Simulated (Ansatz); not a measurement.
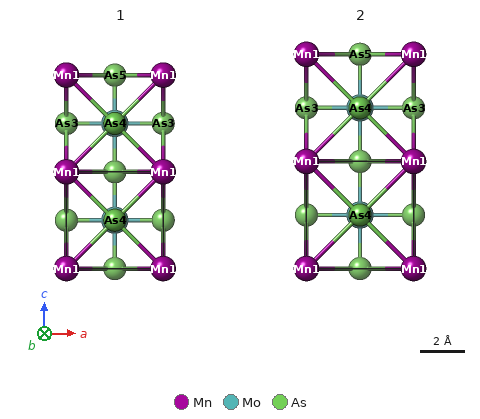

Two geometries of a crystal of MnMoAs3 (built on the cubic perovskite type) (coarse preliminary run), drawn at one scale. One is the start of a relaxation, the other its converged end. A ball-and-stick model of the cell of the calculation, repeated 1 × 1 × 2 with one cell outlined, seen along the b axis.

Method: DFT PBE, scalar-relativistic, plane waves, PAW in Ansatz 0.2.0. Set-up: plane-wave cutoff 420 eV; k-point mesh 4 × 4 × 4; occupations gaussian; smearing width 0.1 eV; collinear spin; cell and atoms relaxed; force threshold 0.04 eV/Å; at most 70 steps.

### Which of the two is the end point?

Structure 2 is the relaxed one. Case: cubic perovskite type (Pm-3m, No. 221). The energy falls by 699 meV per atom in 5 accepted moves (7 points after the start). All forces vanish by symmetry, so only the cell relaxes. The pressure goes from 47.78 to 0.06 GPa. At 2 points the geometry stayed and the basis and grid were re-selected for the new cell (energy shift of 6.6 meV per atom at most each time). No atom moves by more than 0.005 Å relative to the cell. The volume changes by +35.8 %, with a = b = c 4.405 → 4.877 Å (+10.7 %). Among the contacts that change: As–Mn 3.115 → 3.449 Å, As–As 3.115 → 3.449 Å, As–Mo 2.202 → 2.439 Å. The space group stays Pm-3m (No. 221).
